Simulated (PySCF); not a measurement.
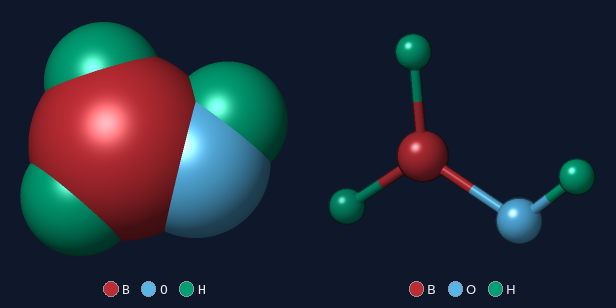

Both panels show the same species.

Description:

It has 5 atoms: 1 boron, 3 hydrogen and 1 oxygen (BH₃O). Its SMILES string is `BO`. Among its groups: B–H bond. The point group is Cs. All atoms lie on one plane. Coordination: 1 B trigonal planar; 1 O bent.

More results for the same structure follow; atom numbers are the same in all pictures, views and colours differ. The computed structure is the end point of a PBE0-D3(BJ)/def2-SVP optimisation. No frequency run is at hand to confirm it as a minimum.

### Geometry

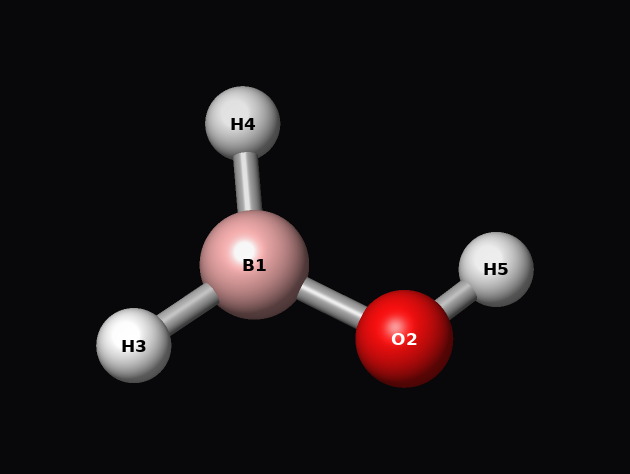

The atoms are numbered. No frequency run is at hand to confirm it as a minimum.

What are the angles O2–B1–H3, O2–B1–H4, H3–B1–H4, B1–O2–H5?

```csv
angle,degrees
O2–B1–H3,116.7
O2–B1–H4,121.0
H3–B1–H4,122.4
B1–O2–H5,113.4
```

### Spin–spin coupling

No frequency run is at hand to confirm it as a minimum. Method: B3LYP/6-31G* indirect spin-spin coupling, non-relativistic, gas phase (PySCF 2.14.0). Isotopes: 11B, 1H, 17O.

Give the spin–spin coupling constants of these pairs, with the number of bonds between them: B1/H3, B1/H4, B1/O2, O2/H5, B1/H5, O2/H4, O2/H3, H3/H5, H4/H5.

```tsv
pair	bonds apart	J (Hz)
B1, H3	1	164.5
B1, H4	1	153.9
B1, O2	1	−10.1
O2, H5	1	−72.8
B1, H5	2	−5.5
O2, H4	2	2.1
O2, H3	2	−15.5
H3, H5	3	13.6
H4, H5	3	5.7
```

### Dipole moment

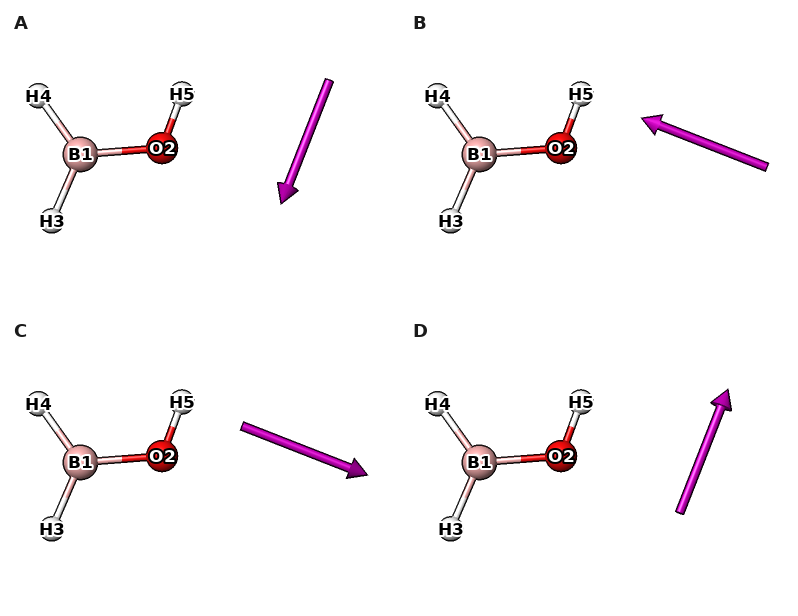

The same molecule four times, each with an arrow. No frequency run is at hand to confirm it as a minimum. Method: B3LYP/6-31G*, gas phase (PySCF 2.14.0).

Which arrow points along the dipole moment, from the negative to the positive end?

Answer. D. The dipole moment is 1.73 D; it points from the side of H3 to the side of H5 (the outermost atoms at the two ends).

### Quadrupole coupling

No frequency run is at hand to confirm it as a minimum. Electric field gradients from the ground-state density, B3LYP/cc-pVTZ (PySCF 2.14.0), non-relativistic apart from any core potentials.

Give the largest field-gradient component, the quadrupole coupling constant and the asymmetry for 11B at B1 (Q = 40.59 mb), 17O at O2 (Q = −25.6 mb), 2H at H3 (Q = 2.86 mb), 2H at H4 (Q = 2.86 mb), 2H at H5 (Q = 2.86 mb).

```json
{"atom": "B1", "V_zz (a.u.)": "0.476", "e²qQ/h (MHz)": "4.54", "η": "0.28"}
{"atom": "O2", "V_zz (a.u.)": "1.162", "e²qQ/h (MHz)": "−6.99", "η": "0.30"}
{"atom": "H3", "V_zz (a.u.)": "0.178", "e²qQ/h (MHz)": "0.120", "η": "0.04"}
{"atom": "H4", "V_zz (a.u.)": "0.173", "e²qQ/h (MHz)": "0.116", "η": "0.02"}
{"atom": "H5", "V_zz (a.u.)": "0.466", "e²qQ/h (MHz)": "0.313", "η": "0.03"}
```
